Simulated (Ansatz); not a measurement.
## Al2H6O: frequency calculation

The run: frequency calculation of Al2H6O. Method and program: RKS PBE-D4/6-31G* (Ansatz 0.2.0).

It belongs to a series of runs on one base structure; here: vibrations at the highest image of the band. Figures and captions count atoms from 1; the log counts them from 0 in places.

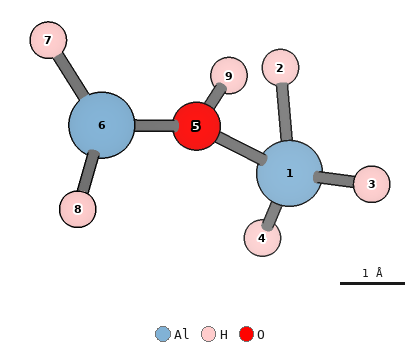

*The input geometry (ball-and-stick view, seen at a tilt; atoms are numbered from 1 in the order of the input). Sticks mark near contacts.*

Bond lengths as drawn: Al–H 1.59 to 1.78 Å, Al–O 1.74 to 1.89 Å and H–O 1.22 Å.

Input
```yaml
crystal:
  periodic: [false, false, false]
  atoms:
    - { symbol: Al, position_ang: [-0.105868, 0.003122, 0.044854] }
    - { symbol: H, position_ang: [0.590652, -0.399097, 1.633632] }
    - { symbol: H, position_ang: [1.034158, 0.501982, -0.960197] }
    - { symbol: H, position_ang: [-1.523728, 0.725088, 0.220913] }
    - { symbol: O, position_ang: [-0.207593, -1.88045, 0.206412] }
    - { symbol: Al, position_ang: [-0.792517, -3.490644, -0.112149] }
    - { symbol: H, position_ang: [-0.532454, -4.584106, 1.018751] }
    - { symbol: H, position_ang: [-1.527557, -3.722385, -1.508279] }
    - { symbol: H, position_ang: [0.293909, -1.36331, 1.196763] }
basis:
  gaussian: { orbitals: "6-31G*" }
hamiltonian:
  xc: pbe
  dispersion: d4
phonons: {}
```

Run on 1 thread of Arm Neoverse V1, 24 GiB of memory available, shared host.

Launched with:
```bash
ansatz run input.yaml --threads 1 --pin off --max-ram 2048MiB --backend cpu --events-out ev --progress --plain --runs-dir out
```

The program's output
```
Engine: ansatz 0.2.0, aarch64-unknown-linux-gnu
Functional definition: PBE
  parameter kappa = 0.804
  parameter beta = 0.06672455060314922
  exchange = pbe_x(kappa = kappa, mu = beta*pi^2/3)
  correlation = pbe_c(beta = beta)
823 factors; their error is unknown
mean field evaluation 1: about -15321.0018 eV, gradient 5.9e1 eV
mean field evaluation 2: about -15260.3752 eV, gradient 1.6e2 eV
mean field evaluation 4: about -15327.5364 eV, gradient 4.9e0 eV
mean field evaluation 8: about -15327.6446 eV, gradient 4.0e-2 eV
mean field -15327.62013368 eV, -563.2796504785 hartree, gradient 6.3e-5 eV, S^2 0.000000; 0 other end points of the search recorded, 0 dependent functions left out
the calculation of the forces begins
reference -15327.62019199 eV, -563.2796526214 hartree; 20, 20 occupied and 45, 45 virtual orbitals, 823 factors
these checks for a lower state are left out or cut short: stability, starts, cluster_reference, orbital_swaps, neighbouring_geometries, increment
823 factors; their error is unknown
mean field evaluation 16: about -15327.6435 eV, gradient 1.1e-1 eV
mean field -15327.62010272 eV, -563.2796493408 hartree, gradient 2.7e-6 eV, S^2 0.000000; 0 other end points of the search recorded, 0 dependent functions left out
[... from here on the field's lines of each further geometry are left out, up to the last ...]
the calculation of the forces begins
reference -15327.62017062 eV, -563.2796518361 hartree; 20, 20 occupied and 45, 45 virtual orbitals, 823 factors
these checks for a lower state are left out or cut short: stability, starts, cluster_reference, orbital_swaps, neighbouring_geometries, increment
823 factors; their error is unknown
mean field -15327.62011777 eV, -563.2796498938 hartree, gradient 8.5e-7 eV, S^2 0.000000; 0 other end points of the search recorded, 0 dependent functions left out
the calculation of the forces begins
reference -15327.62017608 eV, -563.2796520367 hartree; 20, 20 occupied and 45, 45 virtual orbitals, 823 factors
WARN: phonons: modes at or below zero, which the zero-point energy, F, S and C_V leave out: 1, the lowest at -1184.16 cm⁻¹. A minimum has none, and a first-order saddle one
Total energy: -15327.76324433 eV, -563.2849096981 hartree
Atom 0 at    -0.105868     0.003122     0.044854 Å, force     0.006373    -0.001690     0.000720 eV/Å
Atom 1 at     0.590652    -0.399097     1.633632 Å, force    -0.001396     0.000502     0.001243 eV/Å
Atom 2 at     1.034158     0.501982    -0.960197 Å, force     0.000570    -0.002032    -0.000591 eV/Å
Atom 3 at    -1.523728     0.725088     0.220913 Å, force     0.001029     0.002273    -0.000161 eV/Å
Atom 4 at    -0.207593    -1.880450     0.206412 Å, force    -0.018376     0.004631    -0.003846 eV/Å
Atom 5 at    -0.792517    -3.490644    -0.112149 Å, force     0.006377    -0.000774     0.000133 eV/Å
Atom 6 at    -0.532454    -4.584106     1.018751 Å, force     0.004117     0.000203    -0.000673 eV/Å
Atom 7 at    -1.527557    -3.722385    -1.508279 Å, force    -0.000716    -0.000767     0.000773 eV/Å
Atom 8 at     0.293909    -1.363310     1.196763 Å, force     0.002021    -0.002346     0.002403 eV/Å
Dipole moment:    -0.075294    -0.439869     0.018459 e Å
Vibrations: -1184.16 53.82 108.45 150.76 431.45 465.76 540.13 558.55 589.21 697.85 730.82 778.34 840.07 1046.55 1174.46 1584.23 1843.69 1883.64 1893.74 1908.15 1926.67 cm⁻¹, zero-point energy 1.190643 eV
```

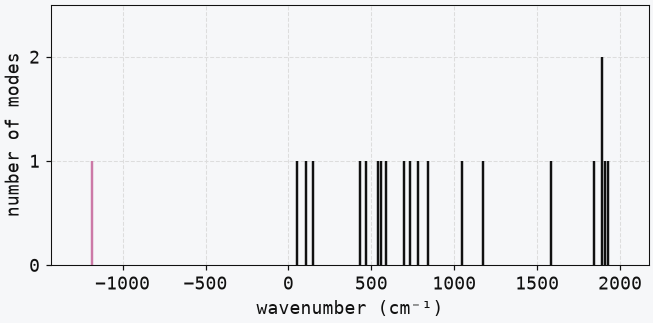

*Harmonic vibrational wavenumbers from the force constants; neighbouring modes closer than 14 cm⁻¹ are counted in one stick, and imaginary ones are drawn at negative wavenumbers.*

21 modes from 1184i to 1927 cm⁻¹, 1 imaginary beyond 8i (1184i cm⁻¹): a first-order saddle point, if the geometry is stationary.

Results in brief

| quantity | value |
| --- | --- |
| outcome | converged |
| total energy | −15327.7632 eV |
| mean-field energy | −15327.6202 eV |
| largest force (length of the vector) | 0.019 eV/Å |
| wall time | 73 s |
| peak memory | 0.11 GiB |
